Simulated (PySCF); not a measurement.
SMILES [CH]=CC, doublet, CAM-B3LYP/def2-SVP optimised geometry. Atoms within 1.6 Å of the plane z = 1.2 Å (x, y, z in Å): C1 (0.92, -0.73, 0.00), C2 (-0.05, 0.15, 0.00), C3 (-1.52, -0.14, 0.00), H4 (2.01, -0.73, 0.00), H5 (0.23, 1.22, 0.00), H6 (-2.01, 0.30, 0.88), H7 (-1.72, -1.22, 0.00).

Computed with unrestricted CAM-B3LYP/def2-TZVP (PySCF).

Map of the HOMO−1 amplitude (α) (bohr^(-3/2)) on the plane z = 1.2 Å; orbital energy -9.05 eV, overall sign arbitrary:

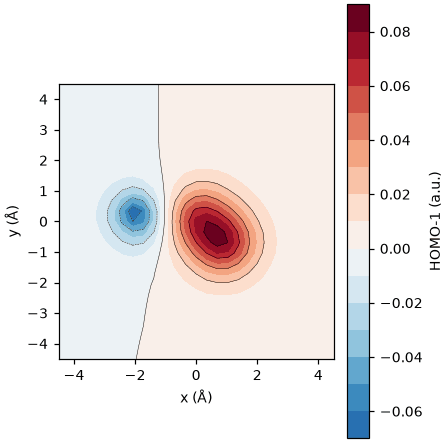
Figure. HOMO−1 amplitude (α) (bohr^(-3/2)) on the plane z = 1.2 Å.
